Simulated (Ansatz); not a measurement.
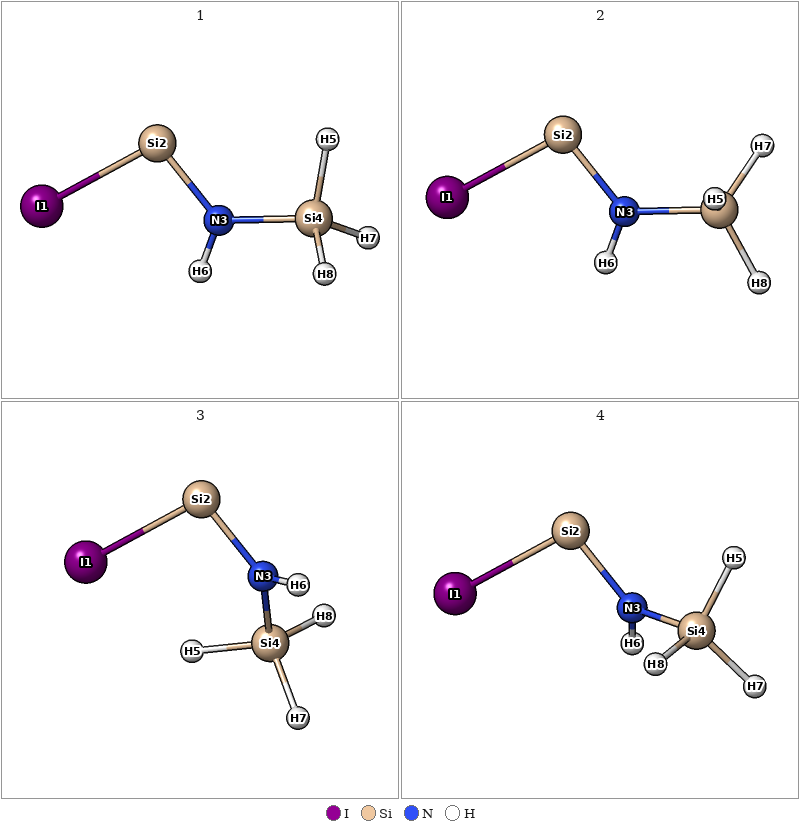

H₄INSi₂. The first coordinate is: dihedral I1–Si2–N3–Si4; the second: dihedral Si2–N3–Si4–H5. Nothing is relaxed (all other coordinates rigid). The grid has 18 × 17 points; 154 points were computed and 152 follow by symmetry. Points are written as (first, second). Energies are in kJ/mol, from the relaxed molecule at the same level. Level of theory: RKS PBE0-D4/def2-SVP in Ansatz 0.2.0.

The numbered pictures are structures from this grid.

> Rank them by energy, lowest first.

1, at (−180°, 0.0°): 0 kJ/mol; 2, at (−180°, 67.5°): 8 kJ/mol; 4, at (−140°, −45.0°): 28 kJ/mol; 3, at (40°, −33.8°): 54 kJ/mol.

The map, with the structures marked:

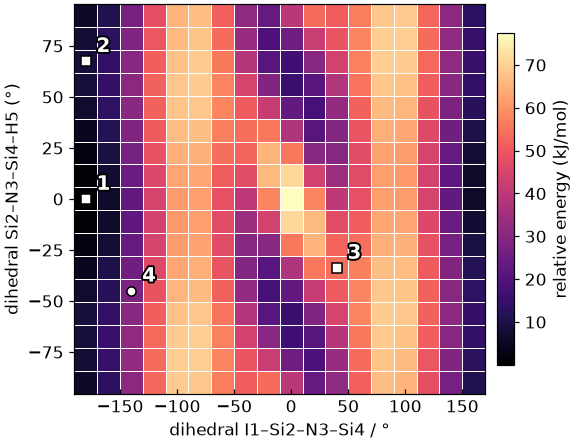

In the figure: one coloured cell a grid point.
